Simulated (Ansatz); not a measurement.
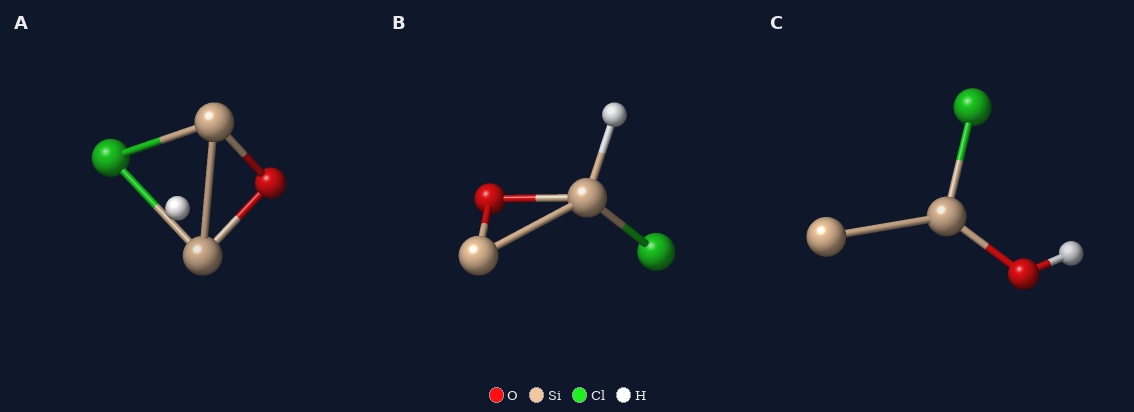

3 stationary structures of one formula. Geometries: PBE0-D4/def2-TZVP. Electronic energies: RHF-CCSD(T) (frozen core)/def2-TZVPP (Ansatz 0.2.0), without zero-point energy. No frequency run is at hand to confirm each as a minimum.

> Which is lowest in energy, and by how much?

A is lowest (Cs); B lies 3.2 kJ/mol above it (C1), C lies 159.4 kJ/mol above it (Cs).
